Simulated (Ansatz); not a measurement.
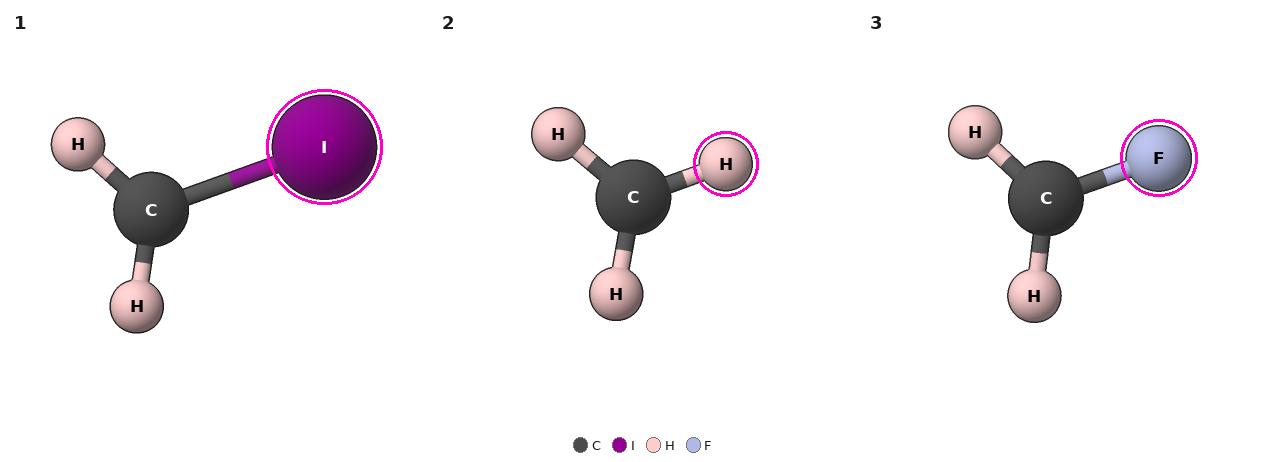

3 molecules with one skeleton, seen from the same side and at one scale; the atom that differs is circled. Charge 0, doublet. Computed geometries: PBE0-D4/def2-TZVP optimisations, one conformation each. Properties computed with Ansatz 0.2.0. Elements past Kr carry core potentials.

One atom differs, called X below: I in panel 1, H in panel 2, F in panel 3. Their formulas are CH2I (`[CH2]I`), CH3 (`[CH3]`), CH2F (`[CH2]F`).

Rank them by the length of X–C, lowest first (PBE0-D4/def2-TZVP).

Answer. 2 (H), 3 (F), 1 (I).

Rank them by the dipole moment, lowest first (PBE-D4/def2-TZVPP).

Answer. 2 (H), 1 (I), 3 (F).

Give the values. With PBE0-D4/def2-TZVP: length of X–C (Å), mean angle X–C–H (°), harmonic zero-point energy (kJ/mol). With PBE-D4/def2-TZVPP: dipole moment (D).

| quantity | 1 (I) | 2 (H) | 3 (F) |
| --- | --- | --- | --- |
| length of X–C (Å) | 2.029 | 1.080 | 1.331 |
| mean angle X–C–H (°) | 118.4 | 120.0 | 115.1 |
| dipole moment (D) | 0.54 | 0.00 | 1.14 |
| harmonic zero-point energy (kJ/mol) | 57.4 | 78.2 | 64.8 |
